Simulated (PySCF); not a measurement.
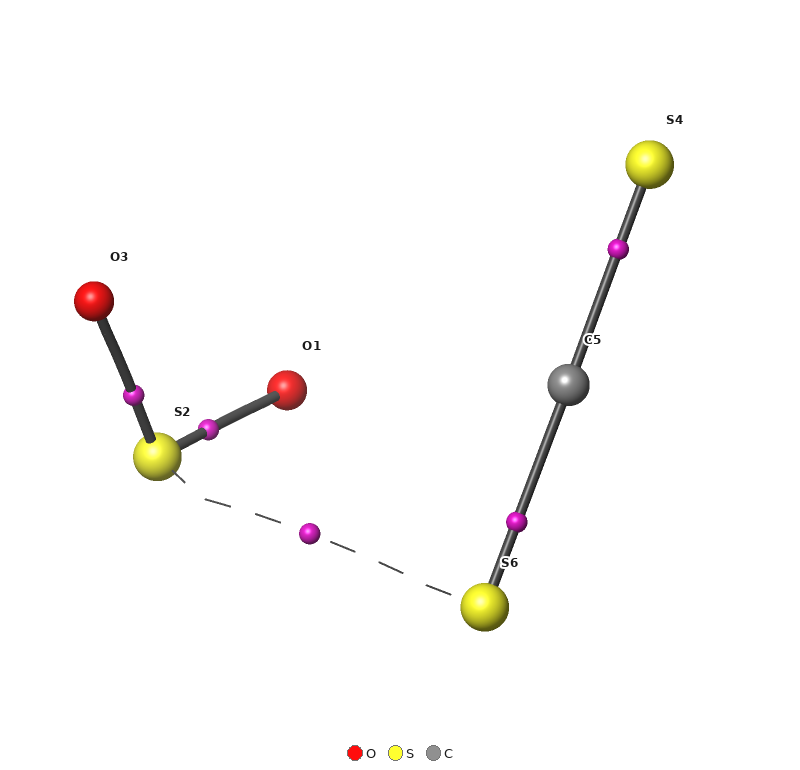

*CO2S3, SMILES `O=S=O.S=C=S`. Molecular graph of the electron density (QTAIM): bond paths, bond critical points (magenta), ring points (cyan, if any); weak paths are dashed.*

PySCF calculation, HF/def2-TZVP, gas phase; geometry: GFN2-xTB. The pair's geometry is semi-empirical, so its contact may be too short or too long. GFN2-xTB bond lengths at metals and heavier atoms can be off by up to 0.1 Å and shapes distorted, which carries into these values.

Input

```python
import numpy as np
from pyscf import gto, scf, dft
from pyscf.scf import atom_ks, atom_hf
from scipy.linalg import block_diag

def solve(mol, dm0=None, hcore=None):
    mf = scf.UHF(mol) if mol.spin else scf.RHF(mol)
    mf = mf.density_fit(auxbasis='def2-universal-jkfit')
    mf.conv_tol, mf.max_cycle = 1e-8, 80
    if hcore is not None:
        mf.get_hcore = lambda *args: hcore
    mf.kernel(dm0)
    if not mf.converged:
        mf = mf.newton().run(mf.mo_coeff, mf.mo_occ, max_cycle=30)
    assert mf.converged, 'SCF not converged'
    return mf

mol = gto.M(atom='''
O     -1.47080     0.69664    -1.22449
S     -1.78518     0.03097     0.00949
O     -1.43649     0.74225     1.20840
S      2.16137     1.01211    -0.00910
C      1.37255    -0.31274    -0.00089
S      0.56275    -1.64524     0.00799
''', basis='def2-tzvp', charge=0, spin=0, verbose=4)
mf = solve(mol)
mf.analyze()
# spherically averaged free atoms, for the promolecule
atm = scf.atom_hf.get_atm_nrhf(mol)
pro = block_diag(*[(atm[a[0]][2] * atm[a[0]][3]) @ atm[a[0]][2].T for a in mol._atom])
np.savez('result.npz', e=mf.e_tot, c=mf.mo_coeff, occ=mf.mo_occ, eps=mf.mo_energy, pro=pro, dip=mf.dip_moment(verbose=0), s2=mf.spin_square()[0])
```

Command:

```sh
OMP_NUM_THREADS=1 python input.py
```

The run took 4.5 s on 1 thread of Intel(R) Xeon(R) Platinum 8488C (Sapphire Rapids), with other jobs on the host, peak memory 0.42 GiB.

Partitions, critical points and surface values were worked out afterwards from this run's density.

**How many critical points of each kind are there, and does the count close?**

6 nuclei, 5 bond, 0 ring and 0 cage critical points: 6 − 5 + 0 − 0 = 1, as the Poincaré–Hopf relation requires.

**Tabulate density, Laplacian, ellipticity and energy density at the bond critical points (atomic units).**

| bond | length (Å) | ρ (a.u.) | ∇²ρ (a.u.) | ε | H (a.u.) |
| --- | --- | --- | --- | --- | --- |
| O1–S2 | 1.437 | 0.307 | +1.31 | 0.20 | −0.351 |
| S2–O3 | 1.437 | 0.307 | +1.31 | 0.20 | −0.351 |
| S4–C5 | 1.542 | 0.256 | +0.69 | 0.01 | −0.302 |
| C5–S6 | 1.559 | 0.249 | +0.62 | 0.03 | −0.291 |
| S2–S6 | 2.885 | 0.026 | +0.06 | 0.07 | −0.001 |

**What kind of interaction is O1–S2?**

Polar or intermediate (positive Laplacian, negative energy density H): ρ = 0.307, ∇²ρ = +1.31, H = −0.351 a.u. Its ellipticity of 0.20 shows that the density isn't cylindrical about the bond.

**Are there bond paths between atoms that aren't covalently bonded?**

Yes: S2–S6 (2.88 Å, ρ = 0.026).
